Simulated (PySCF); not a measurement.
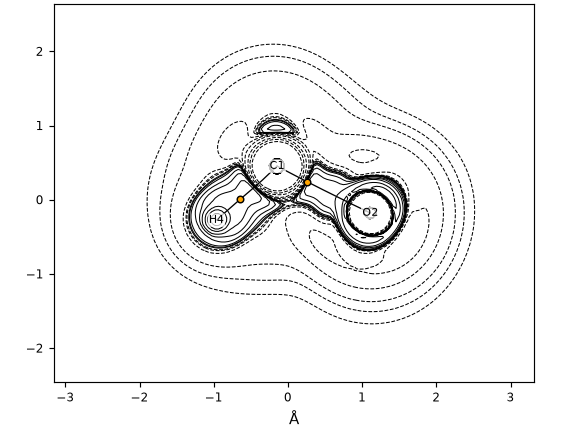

*CH4O, SMILES `CO`. Negative Laplacian of the density (−∇²ρ) in the plane of C1, O2 and H4 (solid lines positive, dashed lines negative, contours at ±0.02 to ±8 a.u.), with bond paths and bond critical points (dots).*

Level of theory: HF/def2-SVPD (PySCF), at a geometry from GFN2-xTB. No frequency check shows the geometry to be a minimum.

Q: At which bond critical points in this plane is charge locally concentrated, and at which depleted?

A: Concentrated (∇²ρ < 0): C1–H4 (−1.11 a.u.); C1–O2 (−0.23 a.u.). At none is it depleted.

Q: Where along C1–O2 does the critical point lie?

A: 0.46 Å from C1 and 0.95 Å from O2.
